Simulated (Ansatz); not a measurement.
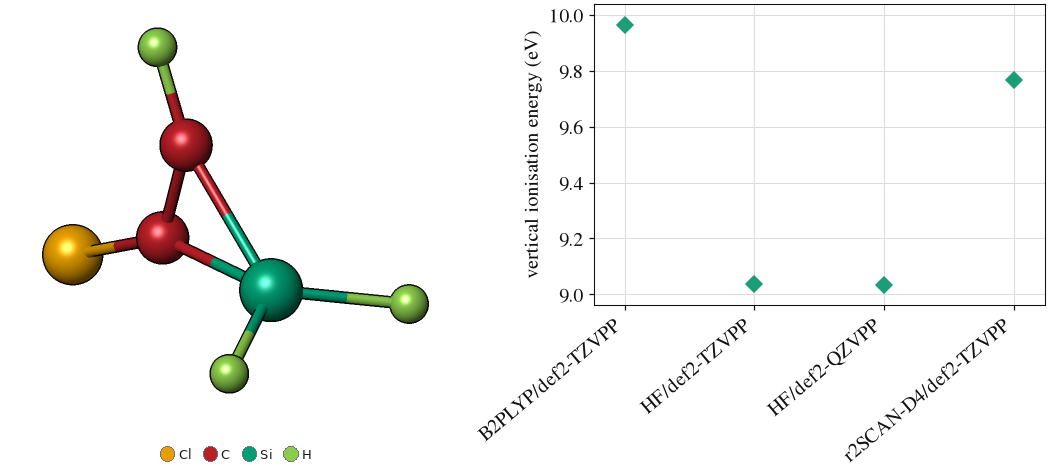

Vertical ionisation energy of C₂H₃ClSi, SMILES ClC1=C[SiH2]1, taken as the energy of the cation less that of the neutral at fixed geometry (unrestricted doublet cation, cores frozen in correlated methods, no spin-orbit coupling), the Ansatz code 0.2.0, at a PBE0-D4/def2-TZVP geometry (a minimum by its frequencies).

> What range do the values span?

From 9.03 eV (HF/def2-QZVPP) to 9.97 eV (B2PLYP/def2-TZVPP).

> Give the values.

```tsv
level	eV
B2PLYP/def2-TZVPP	9.97
HF/def2-TZVPP	9.04
HF/def2-QZVPP	9.03
r2SCAN-D4/def2-TZVPP	9.77
```
